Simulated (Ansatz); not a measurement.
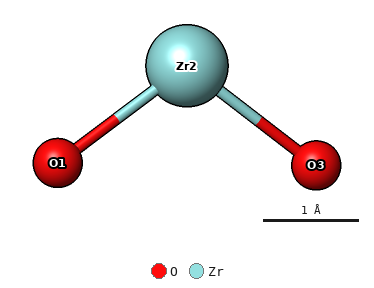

The structure as given in the input (ball-and-stick view, seen at a tilt; atoms are numbered from 1 in the order of the input). Sticks mark near contacts. Bond lengths as drawn: O–Zr 1.76 Å.

Molecular dynamics, with input and output: ZrO2

ZrO2, computed with B3LYP5/3-21G, RKS (Ansatz 0.2.0).

The geometry comes from this level: PBE0-D4/def2-TZVP. Figures and captions count atoms from 1; the log counts them from 0 in places.

### Output
```
Functional definition: B3LYP5
  name "B3LYP5"
  parameter a0 = 0.2
  parameter ax = 0.72
  parameter ac = 0.81
  exchange = (1 - a0 - ax)*slater_x + ax*b88_x + a0*exact_x
  correlation = (1 - ac)*vwn5_c + ac*lyp_c
698 factors; integrals over basis functions are off by at most 1.2e-4 eV
mean field evaluation 1: about -99951.6315 eV, gradient 9.6e1 eV
mean field evaluation 2: about -99603.4978 eV, gradient 3.3e2 eV
mean field evaluation 4: about -99969.2308 eV, gradient 8.8e0 eV
mean field evaluation 8: about -99969.3831 eV, gradient 6.0e-1 eV
mean field evaluation 16: about -99969.3838 eV, gradient 8.7e-5 eV
mean field -99969.38375203 eV, -3673.8070912052 hartree, gradient 8.7e-5 eV, S^2 0.000000; 0 other end points of the search recorded, 0 dependent functions left out
the calculation of the forces begins
reference -99969.38397732 eV, -3673.8070994842 hartree; 28, 28 occupied and 29, 29 virtual orbitals, 698 factors
md step     0: t =     0.00 fs  T =  1000.0 K  F+E_penalty+E_count = -99969.38375203 eV  E_kin = 0.129260 eV  conserved = -99969.25449203 eV  (29 SCF iters)
these checks for a lower state are left out or cut short: starts, cluster_reference, orbital_swaps, neighbouring_geometries, increment
698 factors; integrals over basis functions are off by at most 1.2e-4 eV
mean field -99969.38494501 eV, -3673.8071350464 hartree, gradient 6.3e-6 eV, S^2 0.000000; 0 other end points of the search recorded, 0 dependent functions left out
[... from here on the field's lines of each further geometry are left out, up to the last ...]
md step     1: t =     0.50 fs  T =  1009.2 K  F+E_penalty+E_count = -99969.38494501 eV  E_kin = 0.130449 eV  conserved = -99969.25449626 eV  (33 SCF iters)
md step     2: t =     1.00 fs  T =  1008.7 K  F+E_penalty+E_count = -99969.38488314 eV  E_kin = 0.130386 eV  conserved = -99969.25449736 eV  (34 SCF iters)
md step     3: t =     1.50 fs  T =   998.3 K  F+E_penalty+E_count = -99969.38353625 eV  E_kin = 0.129041 eV  conserved = -99969.25449568 eV  (34 SCF iters)
md step     4: t =     2.00 fs  T =   978.1 K  F+E_penalty+E_count = -99969.38091823 eV  E_kin = 0.126427 eV  conserved = -99969.25449140 eV  (34 SCF iters)
md step     5: t =     2.50 fs  T =   948.5 K  F+E_penalty+E_count = -99969.37708375 eV  E_kin = 0.122599 eV  conserved = -99969.25448496 eV  (33 SCF iters)
md step     6: t =     3.00 fs  T =   910.2 K  F+E_penalty+E_count = -99969.37212332 eV  E_kin = 0.117647 eV  conserved = -99969.25447674 eV  (34 SCF iters)
md step     7: t =     3.50 fs  T =   864.1 K  F+E_penalty+E_count = -99969.36615768 eV  E_kin = 0.111691 eV  conserved = -99969.25446696 eV  (33 SCF iters)
md step     8: t =     4.00 fs  T =   811.4 K  F+E_penalty+E_count = -99969.35933234 eV  E_kin = 0.104876 eV  conserved = -99969.25445608 eV  (34 SCF iters)
md step     9: t =     4.50 fs  T =   753.3 K  F+E_penalty+E_count = -99969.35181129 eV  E_kin = 0.097367 eV  conserved = -99969.25444448 eV  (33 SCF iters)
md step    10: t =     5.00 fs  T =   691.2 K  F+E_penalty+E_count = -99969.34377127 eV  E_kin = 0.089339 eV  conserved = -99969.25443259 eV  (34 SCF iters)
md step    11: t =     5.50 fs  T =   626.5 K  F+E_penalty+E_count = -99969.33539602 eV  E_kin = 0.080975 eV  conserved = -99969.25442056 eV  (34 SCF iters)
md step    12: t =     6.00 fs  T =   560.6 K  F+E_penalty+E_count = -99969.32687159 eV  E_kin = 0.072463 eV  conserved = -99969.25440860 eV  (34 SCF iters)
md step    13: t =     6.50 fs  T =   495.0 K  F+E_penalty+E_count = -99969.31838207 eV  E_kin = 0.063985 eV  conserved = -99969.25439722 eV  (34 SCF iters)
md step    14: t =     7.00 fs  T =   431.1 K  F+E_penalty+E_count = -99969.31010519 eV  E_kin = 0.055719 eV  conserved = -99969.25438669 eV  (33 SCF iters)
md step    15: t =     7.50 fs  T =   370.0 K  F+E_penalty+E_count = -99969.30220873 eV  E_kin = 0.047832 eV  conserved = -99969.25437680 eV  (28 SCF iters)
md step    16: t =     8.00 fs  T =   313.2 K  F+E_penalty+E_count = -99969.29484872 eV  E_kin = 0.040481 eV  conserved = -99969.25436787 eV  (27 SCF iters)
md step    17: t =     8.50 fs  T =   261.5 K  F+E_penalty+E_count = -99969.28816637 eV  E_kin = 0.033806 eV  conserved = -99969.25436000 eV  (30 SCF iters)
md step    18: t =     9.00 fs  T =   216.1 K  F+E_penalty+E_count = -99969.28228630 eV  E_kin = 0.027933 eV  conserved = -99969.25435329 eV  (26 SCF iters)
md step    19: t =     9.50 fs  T =   177.7 K  F+E_penalty+E_count = -99969.27731497 eV  E_kin = 0.022967 eV  conserved = -99969.25434782 eV  (27 SCF iters)
the calculation of the forces begins
reference -99969.27356077 eV, -3673.8030417507 hartree; 28, 28 occupied and 29, 29 virtual orbitals, 698 factors
698 factors; integrals over basis functions are off by at most 1.4e-4 eV
mean field evaluation 192: about -99969.2506 eV, gradient 1.2e-1 eV
mean field -99969.27333938 eV, -3673.8030336148 hartree, gradient 9.7e-6 eV, S^2 0.000000; 1 other end points of the search recorded, 0 dependent functions left out
the calculation of the forces begins
reference -99969.27356077 eV, -3673.8030417507 hartree; 28, 28 occupied and 29, 29 virtual orbitals, 698 factors
md step    20: t =    10.00 fs  T =   147.0 K  F+E_penalty+E_count = -99969.27333938 eV  E_kin = 0.018996 eV  conserved = -99969.25434363 eV  (33 SCF iters)
```

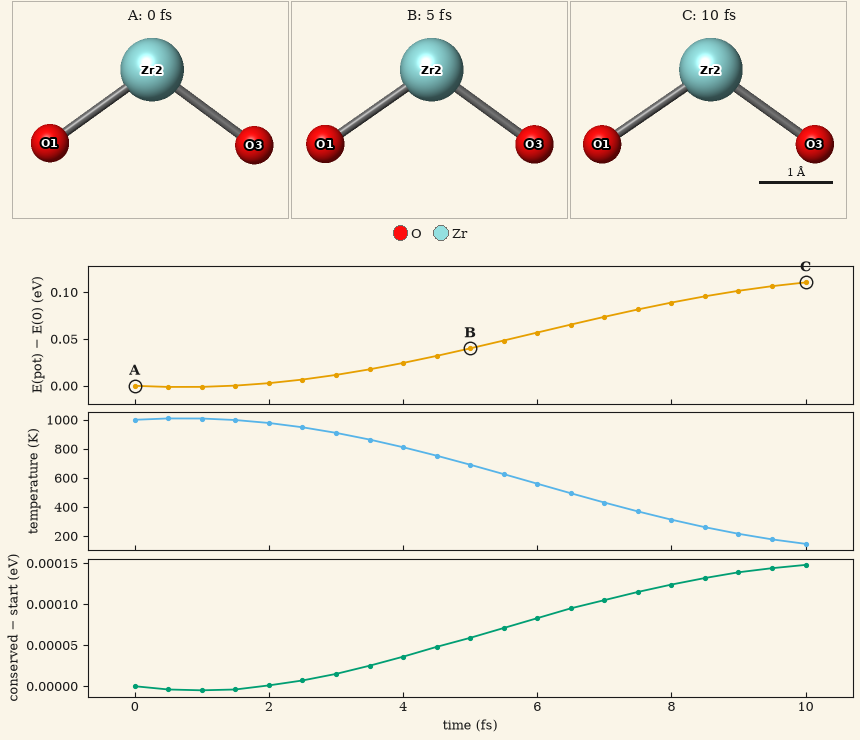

Frames of the molecular dynamics (ball-and-stick, seen at a tilt) above the curves, on which the letters mark them. The trajectory kept here has 21 frames over 10 fs. The temperature starts at 1000 K, ranges from 147 to 1009 K and averages 390 K over the second half. The potential energy ends 0.110 eV above its first value. The conserved quantity stays within 0.00015 eV. After an unweighted best fit of the last frame on the first, the root-mean-square displacement is 0.05 Å.

```
Total energy: -99969.27356077 eV, -3673.8030417507 hartree
Atom 0 at     0.693033     1.324582     0.411474 Å, force    -0.819339    -2.509942    -0.367283 eV/Å
Atom 1 at     0.343848    -0.488046     0.348717 Å, force     0.853273     2.069933     0.451152 eV/Å
Atom 2 at    -1.015007    -0.806698    -0.745594 Å, force    -0.033934     0.440009    -0.083869 eV/Å
Dipole moment:     0.675951    -1.049789     0.696863 e Å
```

### Trajectory as extended XYZ (Å, eV, eV/Å), 21 frames, from step=0 to step=20
```
3
Properties=species:S:1:pos:R:3:forces:R:3 step=0 time_fs=0.0 energy=-99969.38375 temperature=1000.0
O     0.6545    1.2525    0.3884   -0.1594   0.8668  -0.2425
Zr    0.3485   -0.4817    0.3518    0.8160  -1.1271   0.8235
O    -1.0030   -0.7708   -0.7401   -0.6566   0.2603  -0.5811
3
Properties=species:S:1:pos:R:3:forces:R:3 step=1 time_fs=0.5 energy=-99969.38494 temperature=1009.2
O     0.6571    1.2571    0.3900   -0.2085   0.6077  -0.2508
Zr    0.3480   -0.4821    0.3514    0.8856  -0.8695   0.8491
O    -1.0027   -0.7730   -0.7396   -0.6770   0.2618  -0.5983
3
Properties=species:S:1:pos:R:3:forces:R:3 step=2 time_fs=1.0 energy=-99969.38488 temperature=1008.7
O     0.6597    1.2619    0.3915   -0.2575   0.3498  -0.2591
Zr    0.3475   -0.4826    0.3511    0.9487  -0.6136   0.8695
O    -1.0026   -0.7752   -0.7392   -0.6912   0.2638  -0.6104
3
Properties=species:S:1:pos:R:3:forces:R:3 step=3 time_fs=1.5 energy=-99969.38354 temperature=998.3
O     0.6622    1.2667    0.3930   -0.3059   0.0954  -0.2674
Zr    0.3471   -0.4830    0.3508    1.0047  -0.3619   0.8845
O    -1.0025   -0.7773   -0.7389   -0.6988   0.2665  -0.6171
3
Properties=species:S:1:pos:R:3:forces:R:3 step=4 time_fs=2.0 energy=-99969.38092 temperature=978.1
O     0.6647    1.2715    0.3945   -0.3533  -0.1533  -0.2756
Zr    0.3466   -0.4835    0.3505    1.0533  -0.1166   0.8941
O    -1.0025   -0.7794   -0.7386   -0.7000   0.2699  -0.6185
3
Properties=species:S:1:pos:R:3:forces:R:3 step=5 time_fs=2.5 energy=-99969.37708 temperature=948.5
O     0.6671    1.2763    0.3959   -0.3994  -0.3945  -0.2837
Zr    0.3462   -0.4840    0.3502    1.0941   0.1204   0.8983
O    -1.0027   -0.7815   -0.7385   -0.6947   0.2741  -0.6146
3
Properties=species:S:1:pos:R:3:forces:R:3 step=6 time_fs=3.0 energy=-99969.37212 temperature=910.2
O     0.6694    1.2810    0.3973   -0.4439  -0.6267  -0.2915
Zr    0.3459   -0.4845    0.3500    1.1270   0.3474   0.8971
O    -1.0029   -0.7835   -0.7385   -0.6831   0.2793  -0.6055
3
Properties=species:S:1:pos:R:3:forces:R:3 step=7 time_fs=3.5 energy=-99969.36616 temperature=864.1
O     0.6717    1.2856    0.3986   -0.4866  -0.8485  -0.2992
Zr    0.3455   -0.4849    0.3497    1.1518   0.5631   0.8906
O    -1.0033   -0.7855   -0.7385   -0.6652   0.2853  -0.5914
3
Properties=species:S:1:pos:R:3:forces:R:3 step=8 time_fs=4.0 energy=-99969.35933 temperature=811.4
O     0.6740    1.2901    0.3999   -0.5272  -1.0587  -0.3066
Zr    0.3452   -0.4854    0.3495    1.1685   0.7663   0.8789
O    -1.0038   -0.7874   -0.7386   -0.6412   0.2924  -0.5723
3
Properties=species:S:1:pos:R:3:forces:R:3 step=9 time_fs=4.5 energy=-99969.35181 temperature=753.3
O     0.6761    1.2944    0.4011   -0.5656  -1.2566  -0.3137
Zr    0.3449   -0.4858    0.3493    1.1772   0.9562   0.8622
O    -1.0043   -0.7893   -0.7389   -0.6116   0.3004  -0.5485
3
Properties=species:S:1:pos:R:3:forces:R:3 step=10 time_fs=5.0 energy=-99969.34377 temperature=691.2
O     0.6782    1.2986    0.4023   -0.6017  -1.4414  -0.3204
Zr    0.3447   -0.4862    0.3492    1.1783   1.1321   0.8409
O    -1.0050   -0.7911   -0.7392   -0.5766   0.3093  -0.5204
3
Properties=species:S:1:pos:R:3:forces:R:3 step=11 time_fs=5.5 energy=-99969.33540 temperature=626.5
O     0.6801    1.3025    0.4035   -0.6353  -1.6126  -0.3269
Zr    0.3445   -0.4866    0.3491    1.1718   1.2935   0.8151
O    -1.0057   -0.7929   -0.7396   -0.5365   0.3192  -0.4882
3
Properties=species:S:1:pos:R:3:forces:R:3 step=12 time_fs=6.0 energy=-99969.32687 temperature=560.6
O     0.6820    1.3062    0.4046   -0.6663  -1.7699  -0.3329
Zr    0.3443   -0.4869    0.3489    1.1582   1.4400   0.7853
O    -1.0065   -0.7947   -0.7400   -0.4919   0.3299  -0.4524
3
Properties=species:S:1:pos:R:3:forces:R:3 step=13 time_fs=6.5 energy=-99969.31838 temperature=495.0
O     0.6838    1.3096    0.4056   -0.6947  -1.9130  -0.3386
Zr    0.3441   -0.4872    0.3489    1.1380   1.5715   0.7518
O    -1.0074   -0.7964   -0.7405   -0.4433   0.3415  -0.4132
3
Properties=species:S:1:pos:R:3:forces:R:3 step=14 time_fs=7.0 energy=-99969.31010 temperature=431.1
O     0.6854    1.3128    0.4066   -0.7205  -2.0417  -0.3439
Zr    0.3440   -0.4875    0.3488    1.1116   1.6878   0.7150
O    -1.0083   -0.7980   -0.7411   -0.3910   0.3539  -0.3712
3
Properties=species:S:1:pos:R:3:forces:R:3 step=15 time_fs=7.5 energy=-99969.30221 temperature=370.0
O     0.6870    1.3156    0.4076   -0.7437  -2.1559  -0.3488
Zr    0.3439   -0.4877    0.3487    1.0794   1.7889   0.6755
O    -1.0094   -0.7996   -0.7418   -0.3358   0.3670  -0.3267
3
Properties=species:S:1:pos:R:3:forces:R:3 step=16 time_fs=8.0 energy=-99969.29485 temperature=313.2
O     0.6884    1.3181    0.4084   -0.7641  -2.2557  -0.3533
Zr    0.3439   -0.4879    0.3487    1.0422   1.8749   0.6335
O    -1.0104   -0.8011   -0.7425   -0.2781   0.3807  -0.2802
3
Properties=species:S:1:pos:R:3:forces:R:3 step=17 time_fs=8.5 energy=-99969.28817 temperature=261.5
O     0.6898    1.3203    0.4093   -0.7819  -2.3409  -0.3574
Zr    0.3438   -0.4880    0.3487    1.0004   1.9459   0.5896
O    -1.0115   -0.8026   -0.7432   -0.2184   0.3950  -0.2322
3
Properties=species:S:1:pos:R:3:forces:R:3 step=18 time_fs=9.0 energy=-99969.28229 temperature=216.1
O     0.6910    1.3221    0.4101   -0.7971  -2.4117  -0.3611
Zr    0.3438   -0.4881    0.3487    0.9546   2.0020   0.5443
O    -1.0127   -0.8040   -0.7440   -0.1575   0.4097  -0.1832
3
Properties=species:S:1:pos:R:3:forces:R:3 step=19 time_fs=9.5 energy=-99969.27731 temperature=177.7
O     0.6921    1.3235    0.4108   -0.8095  -2.4680  -0.3644
Zr    0.3438   -0.4881    0.3487    0.9053   2.0433   0.4980
O    -1.0138   -0.8054   -0.7448   -0.0958   0.4247  -0.1336
3
Properties=species:S:1:pos:R:3:forces:R:3 step=20 time_fs=10.0 energy=-99969.27334 temperature=147.0
O     0.6930    1.3246    0.4115   -0.8193  -2.5099  -0.3673
Zr    0.3438   -0.4880    0.3487    0.8533   2.0699   0.4512
O    -1.0150   -0.8067   -0.7456   -0.0339   0.4400  -0.0839
```

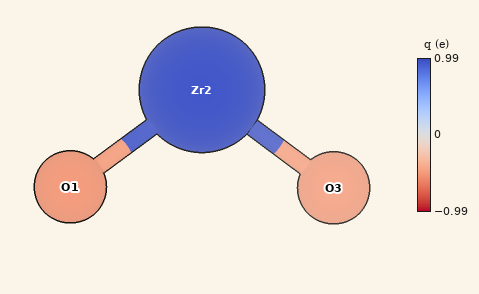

Mulliken charges, as the colour of each atom (ball-and-stick view, seen at a tilt; atoms are numbered from 1 in the order of the input). By element: O −0.47 and Zr +0.94 e.

The run was set up as follows.

### Input
```yaml
crystal:
  periodic: [false, false, false]
  atoms:
    - {symbol: O, position_ang: [0.654500, 1.252500, 0.388400]}
    - {symbol: Zr, position_ang: [0.348500, -0.481700, 0.351800]}
    - {symbol: O, position_ang: [-1.003000, -0.770800, -0.740100]}
basis:
  gaussian:
    orbitals: 3-21G.json
hamiltonian:
  xc: {name: B3LYP5}
md:
  timestep: 0.5 fs
  n_steps: 20
  ensemble: nve
  temperature: 1000
  initial_velocities: maxwell_boltzmann
  seed: 446
```

Launch command:
```bash
ansatz run in.yaml --threads 1 --pin off --max-ram 2610MiB --events-out events.jsonl --progress --plain --runs-dir runs
```

### Summary

- outcome: finished
- mean temperature over the second half: 390 K
- trajectory: 20 steps, 10 fs
- ensemble: nve
- temperature in the input: 1000 K
- time step: 0.5 fs
- potential energy (last step): −3673.803042 hartree
- basis functions (last step): 57
- largest force (last step): 2.666 eV/Å
- SCF solution under orbital rotations (last step): stable
- dipole moment (last step): 6.87 D
- hardware: 1 thread of Arm Neoverse V1, 24 GiB of memory available, shared host
- wall time: 53 s
- peak memory: 0.12 GiB

So short a trajectory is not equilibrated.
